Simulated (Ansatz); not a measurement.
# H5NSSi: energy of protonation at one site in Python

A script is to give the energy of protonation at one site; the system is H5NSSi. SMILES: N[SiH2]S.

Computed with Ansatz 0.2.0 through its Python package. Level of theory: MP2/cc-pVDZ.

## (1) The system

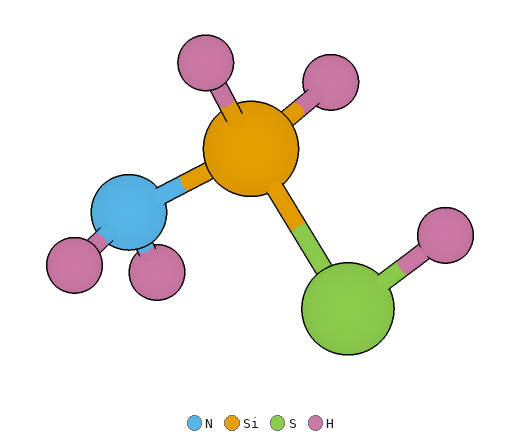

The structure that the script starts from, seen from a chosen angle (nitrogen blue, silicon amber, sulfur green, hydrogen pink).

No structure file is read: the coordinates are typed or built in the script.

## (2) Script

pa.py reads:

```python
"""Adding a proton to H5NSSi."""

import warnings

import ansatz as az
from ase import Atoms
import numpy as np

BASIS = "cc-pVDZ"
METHOD = "MP2"
CHARGE = 1
FORCE_TOL = 0.01


def main() -> None:
    warnings.simplefilter("ignore", az.DeckWarning)

    atoms = Atoms(["N", "Si", "S", "H", "H", "H", "H", "H"], positions=[
        (-0.6334, 0.568, -1.1402),
        (0.5101, 0.1707, -0.0377),
        (-0.5314, -1.1022, 1.3131),
        (-0.9938, -0.2276, -1.5564),
        (-1.448, 1.0322, -0.6576),
        (0.9899, 1.402, 0.6547),
        (1.602, -0.568, -0.738),
        (0.5966, -1.3322, 2.1062),
    ])
    mol = az.Crystal.molecule_from_ase(atoms)

    calc = mol.calculation().basis(gaussian=BASIS).correlation(METHOD)
    symbols = [site.symbol for site in mol.cartesian_sites]
    start = np.array([site.position_ang for site in mol.cartesian_sites], dtype=float)
    summary = calc.relax(force_tolerance=0.01).run(threads=1, pin="off").report
    end = np.array(summary["positions_ang"])

    # start the new hydrogen opposite the existing bonds
    away = sum((end[0] - end[j]) / np.linalg.norm(end[0] - end[j]) for j in [1, 3, 4]) + np.array([0.15, 0.1, -0.2])
    proton = end[0] + 1.0 * away / np.linalg.norm(away)
    acid = az.Crystal.molecule()
    for symbol, place in zip(symbols, end):
        acid = acid.atom(symbol, place.tolist())
    acid = acid.atom("H", proton.tolist())
    protonated = (
        acid.calculation()
        .basis(gaussian=BASIS)
        .correlation(METHOD)
        .charge(CHARGE)
        .relax(force_tolerance=FORCE_TOL, max_steps=80)
    )
    after = protonated.run(threads=1, pin="off").report
    xyz = np.array(after["positions_ang"])
    reach = np.linalg.norm(xyz[:-1] - xyz[-1], axis=1)
    print(f"base {summary['free_energy_ev']:.5f} eV, protonated {after['free_energy_ev']:.5f} eV")
    print(f"the proton ends {reach.min():.3f} A from {symbols[reach.argmin()]}{reach.argmin()}")
    print(f"electronic proton affinity {96.485332 * (summary['free_energy_ev'] - after['free_energy_ev']):.1f} kJ/mol")


if __name__ == "__main__":
    main()
```

## (3) The input behind the calls

The package turns the script's settings into the engine's input (first run):

```yaml
crystal:
  periodic: [false, false, false]
  atoms:
    - { symbol: "N", position_ang: [-0.6334, 0.568, -1.1402] }
    - { symbol: Si, position_ang: [0.5101, 0.1707, -0.0377] }
    - { symbol: S, position_ang: [-0.5314, -1.1022, 1.3131] }
    - { symbol: H, position_ang: [-0.9938, -0.2276, -1.5564] }
    - { symbol: H, position_ang: [-1.448, 1.0322, -0.6576] }
    - { symbol: H, position_ang: [0.9899, 1.402, 0.6547] }
    - { symbol: H, position_ang: [1.602, -0.568, -0.738] }
    - { symbol: H, position_ang: [0.5966, -1.3322, 2.1062] }
basis:
  gaussian:
    orbitals: cc-pVDZ
correlation:
  method: mp2
relax:
  f_tol: 0.01
```

## (4) The run

Launch:

```
> python pa.py
```

What it wrote:

```text
base -20253.08037 eV, protonated -20262.74905 eV
the proton ends 1.031 A from N0
electronic proton affinity 932.9 kJ/mol
```

Wall time 2.1 min (1 thread of Intel Xeon Platinum 8259CL at 2.50GHz (Skylake/Cascade Lake), shared host); peak memory 0.27 GiB.

## (5) Inputs of later runs

The engine's inputs for the other runs:

Run 2, against run 1:

```diff
@@ -4,8 +4,9 @@
-    - { symbol: "N", position_ang: [-0.6334, 0.568, -1.1402] }
-    - { symbol: Si, position_ang: [0.5101, 0.1707, -0.0377] }
-    - { symbol: S, position_ang: [-0.5314, -1.1022, 1.3131] }
-    - { symbol: H, position_ang: [-0.9938, -0.2276, -1.5564] }
-    - { symbol: H, position_ang: [-1.448, 1.0322, -0.6576] }
-    - { symbol: H, position_ang: [0.9899, 1.402, 0.6547] }
-    - { symbol: H, position_ang: [1.602, -0.568, -0.738] }
-    - { symbol: H, position_ang: [0.5966, -1.3322, 2.1062] }
+    - { symbol: "N", position_ang: [-0.6957051945097342, 0.6112427930234992, -1.1896140565768039] }
+    - { symbol: Si, position_ang: [0.46182754323629516, 0.11412968547241162, 0.019967898808617088] }
+    - { symbol: S, position_ang: [-0.41160034831292996, -1.2170555808061085, 1.5075721813187497] }
+    - { symbol: H, position_ang: [-1.0642342072128808, -0.13314506673389195, -1.7814175446258902] }
+    - { symbol: H, position_ang: [-1.4793729710869656, 1.1685020351831412, -0.8497394711987896] }
+    - { symbol: H, position_ang: [0.9713706925797163, 1.3329716017057442, 0.6991922011918129] }
+    - { symbol: H, position_ang: [1.5735620447728371, -0.5890923271852779, -0.6700553411739179] }
+    - { symbol: H, position_ang: [0.736152440533662, -1.344653140659518, 2.208194132256221] }
+    - { symbol: H, position_ang: [-0.11279457953040906, 1.1480414670163714, -1.7995832349324967] }
@@ -14,0 +16 @@
+total_charge: 1.0
@@ -18,0 +21 @@
+  max_steps: 80
```

## (6) What the script built

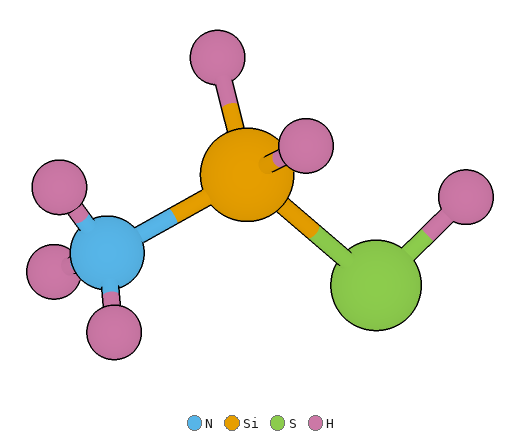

The system of run 2 as the script built it (9 atoms; nitrogen blue, silicon amber, sulfur green, hydrogen pink).

## (7) What each run gave

From the records of these 2 runs:

| run | system | energy (eV) | SCF cycles in all | CPU time (s) |
| --- | --- | --- | --- | --- |
| 1 | H5NSSi | -20253.0804 | 87 | 30 |
| 2 | H6NSSi, charge +1 | -20262.7491 | 259 | 98 |

Totals carry meaning only in balanced differences at one level of theory.

## (8) The relaxation of run 1, step by step

The steps of the relaxation:

| step | E - E(step 1) (eV) | largest force component (eV/Å) |
| --- | --- | --- |
| 1 | 0.0000 | 3.8520 |
| 2 | -0.3932 | 1.7875 |
| 3 | -0.4772 | 0.5161 |
| 4 | -0.4886 | 0.1948 |
| 5 | -0.4890 | 0.1737 |
| 6 | -0.4919 | 0.0928 |
| 7 | -0.4925 | 0.0085 |

Step 1 is the start.

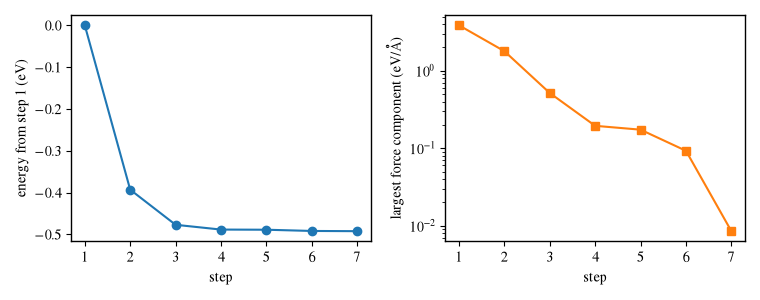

Energy and largest force along the relaxation.

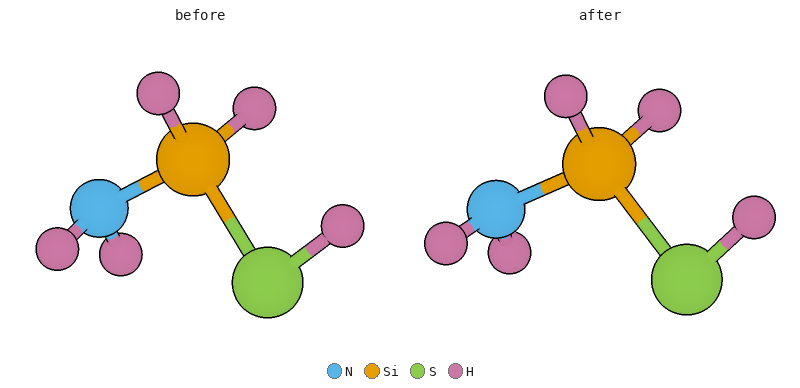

Before and after, at one scale.

Before: Bond lengths: N1–Si2 1.637 Å, Si2–S3 2.128 Å, N1–H4 0.968 Å, N1–H5 1.054 Å, Si2–H6 1.492 Å, Si2–H7 1.493 Å, S3–H8 1.398 Å. Angles: N1–Si2–S3 103.3°, N1–Si2–H6 109.7°, N1–Si2–H7 108.4°, S3–Si2–H6 110.9°, S3–Si2–H7 111.1°, H6–Si2–H7 113.0°, Si2–N1–H4 110.5°, Si2–N1–H5 109.8°, H4–N1–H5 105.7°, Si2–S3–H8 93.6°.

After: Bond lengths: N1–Si2 1.746 Å, Si2–S3 2.179 Å, N1–H4 1.020 Å, N1–H5 1.020 Å, Si2–H6 1.485 Å, Si2–H7 1.485 Å, S3–H8 1.351 Å. Angles: N1–Si2–S3 112.4°, N1–Si2–H6 108.1°, N1–Si2–H7 108.0°, S3–Si2–H6 109.1°, S3–Si2–H7 109.1°, H6–Si2–H7 110.1°, Si2–N1–H4 115.7°, Si2–N1–H5 115.7°, H4–N1–H5 108.3°, Si2–S3–H8 94.1°.

## (9) Path of the relaxation of run 2

Relaxation path:

```
step  energy from step 1 (eV)  largest force component (eV/Å)
   1                   0.0000                          4.3646
   2                  -0.3832                          1.5110
   3                  -0.4646                          1.0816
   4                  -0.6262                          0.2973
   5                  -0.6375                          0.1850
   6                  -0.6421                          0.0903
   7                  -0.6433                          0.0338
   8                  -0.6489                          0.0703
   9                  -0.6285                          1.0046
  10                  -0.6568                          0.0986
  11                  -0.6642                          0.3066
  12                  -0.6708                          0.7104
  13                  -0.7130                          0.2246
  14                  -0.7436                          0.1314
  15                  -0.6954                          0.5717
  16                  -0.7552                          0.2114
  17                  -0.7607                          0.3969
  18                  -0.7626                          0.1915
  19                  -0.7617                          0.2406
  20                  -0.7674                          0.0164
  21                  -0.7675                          0.0130
  22                  -0.7676                          0.0037
```

Step 1 is the start. Steps 9, 15, 19 were tried and not accepted.

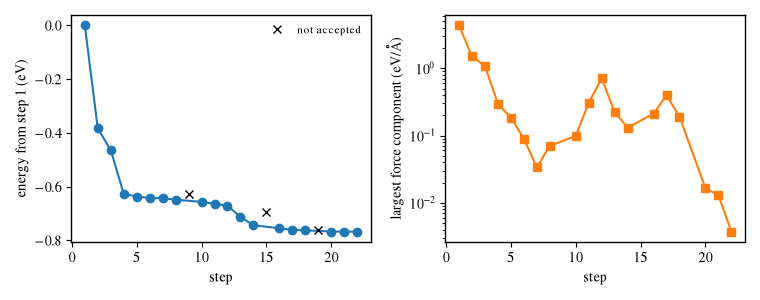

Energy and largest force along the relaxation.

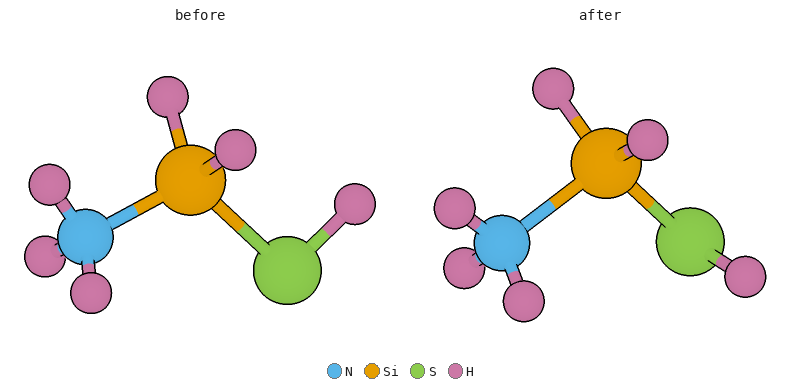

Before and after, at one scale.

Before: Bond lengths: N1–Si2 1.746 Å, Si2–S3 2.179 Å, N1–H4 1.020 Å, N1–H5 1.020 Å, Si2–H6 1.485 Å, Si2–H7 1.485 Å, S3–H8 1.351 Å, N1–H9 1.000 Å. Angles: N1–Si2–S3 112.4°, N1–Si2–H6 108.1°, N1–Si2–H7 108.0°, S3–Si2–H6 109.1°, S3–Si2–H7 109.1°, H6–Si2–H7 110.1°, Si2–N1–H4 115.7°, Si2–N1–H5 115.7°, Si2–N1–H9 100.9°, H4–N1–H5 108.3°, H4–N1–H9 104.4°, H5–N1–H9 111.0°, Si2–S3–H8 94.1°.

After: Bond lengths: N1–Si2 1.954 Å, Si2–S3 2.106 Å, N1–H4 1.031 Å, N1–H5 1.030 Å, Si2–H6 1.474 Å, Si2–H7 1.473 Å, S3–H8 1.353 Å, N1–H9 1.031 Å. Angles: N1–Si2–S3 107.8°, N1–Si2–H6 100.1°, N1–Si2–H7 99.4°, S3–Si2–H6 116.8°, S3–Si2–H7 112.5°, H6–Si2–H7 117.1°, Si2–N1–H4 111.8°, Si2–N1–H5 112.7°, Si2–N1–H9 112.8°, H4–N1–H5 106.1°, H4–N1–H9 106.5°, H5–N1–H9 106.5°, Si2–S3–H8 93.8°.

## (10) Results

| quantity | value |
| --- | --- |
| electronic proton affinity | 932.9 kJ/mol |
| runs compared | 2 |
| moves of the relaxation of run 1 | 6 |
| energy gained in run 1 | 0.492 eV |
| last largest force component of run 1 | 0.0085 eV/Å |
| moves of the relaxation of run 2 | 18 |
| energy gained in run 2 | 0.768 eV |
| last largest force component of run 2 | 0.0037 eV/Å |

In words: Run 1: The relaxation took 6 moves; the largest shift is 0.256 Å. Run 2: After 18 moves the largest shift is 1.185 Å, of atom 8 (H). So large a move can change the bonding: the results belong to the relaxed structure. The proton is put on one chosen atom, which needn't be the most basic site, so the molecule's proton affinity can be higher; the ends are stationary points, not checked by frequencies, and zero-point and thermal terms count only where printed.
